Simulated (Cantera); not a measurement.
Charge: 1 mol BaF2, 29 mol H2, at 59.0 Pa.

These are equilibrium values from Cantera (NASA tables, ideal gas, pure condensed phases), not measurements of a reactor. Candidate condensed phases: Ba, BaF2; 14 gas species. Equilibrium is a limit: real reactors are often held back by kinetics, nucleation or transport.

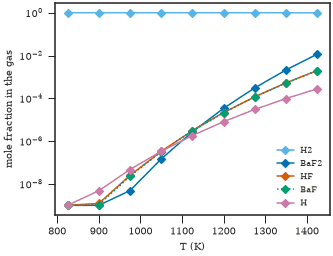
Fig. 1. Equilibrium gas composition (values under 1e-9 drawn at 1e-9)

Task: Read off the mole fractions at 1350 K.

Result: H2 about 1.00, BaF2 about 0.0021, HF about 0.00053, BaF about 0.00052, H about 9.8e-5.
